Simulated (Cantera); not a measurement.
Feed: 1 mol CH3SiCl3, 0.4 mol C2H4, 300 mol H2, at 0.930 bar.

Method: chemical equilibrium by Gibbs-energy minimisation in Cantera with the NASA 1993 tables (ideal gas, pure condensed phases). Candidate condensed phases: C, C6H6, C7H8, C8H18, Si, SiC; 109 gas species. The feed counts by its element totals alone. The tables' values for SiCl are old estimates; treat these amounts as uncertain. Gases not in the tables: Si2H6 and higher silanes. Equilibrium is a limit: real reactors are often held back by kinetics, nucleation or transport.

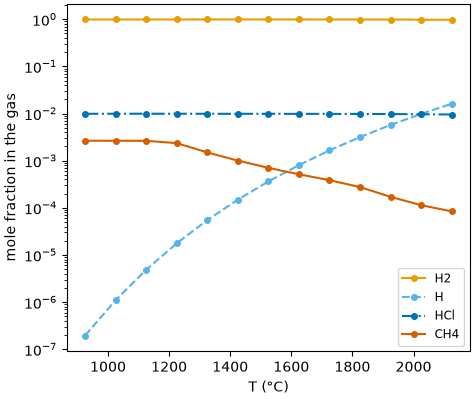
Figure: Equilibrium gas composition (values under 1e-9 drawn at 1e-9)

**Question.** Read off the mole fractions at 1225 °C.

**Answer.** H2 about 0.99, HCl about 0.0099, CH4 about 0.0024, H about 1.8e-5.
